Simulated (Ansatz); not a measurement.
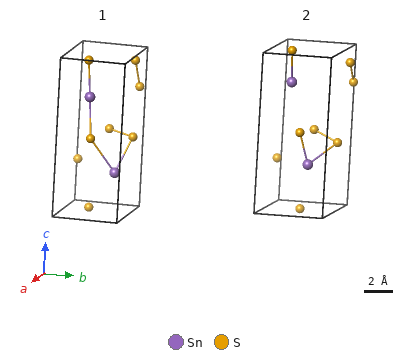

Two geometries of solid SnS4 (a generated structure, set up in P1) (coarse preliminary run), drawn at one scale. One is the start of a relaxation, the other its converged end. Style: ball-and-stick. Shown: the cell of the calculation, slightly off an axis.

All numbers below come from Ansatz 0.2.0, DFT PBE, scalar-relativistic, plane waves, PAW. Settings: plane-wave cutoff 420 eV; k-point mesh 4 × 4 × 2; occupations gaussian; smearing width 0.1 eV; no spin polarisation; cell and atoms relaxed; force threshold 0.04 eV/Å; at most 70 steps.

Which of the two is the end point?

Structure 2 is the relaxed one. Over 18 accepted moves (22 points after the start) the energy falls by 147 meV per atom. The largest force component goes from 1.2 to 0.021 eV/Å. The pressure goes from 0.59 to 0.06 GPa. The line search rejected the trial steps at points 11, 17, 19 of the run. The SCF was repeated once at an unchanged geometry on a basis and grid sized afresh for the cell, which shifted the energy by 1.3 meV per atom at most. A Sn atom moves most relative to the cell: 1.09 Å roughly along [3 −3 1]. Largest moves by element: Sn 1.09 Å, S 0.69 Å. The volume changes by +18.1 %, with a 4.882 → 5.285 Å (+8.3 %), b 4.887 → 5.167 Å (+5.7 %), c 11.465 → 11.697 Å (+2.0 %), α 90.3° → 87.6°, β 99.2° → 92.0°, γ 90.2° → 90.9°. Near-neighbour distances that change, for instance: S–Sn 4.281 → 2.903 Å, S–Sn 2.844 → 3.940 Å, S–Sn 2.721 → 3.752 Å, S–Sn 2.976 → 3.691 Å. Bonds break, among them: S–Sn (2.84 → 3.94 Å). Bond angles that change, for instance: Sn–S–S 60.1° → 96.0°, S–S–S 114.0° → 102.8°, Sn–S–S 88.6° → 80.1°. The space group stays P1 (No. 1). Cost: 7.9 min on 1 thread of Arm Neoverse V2 (shared host), peak memory 0.54 GiB.

Limits of the set-up: layers or molecules are held without a dispersion correction, so their spacing is unreliable.
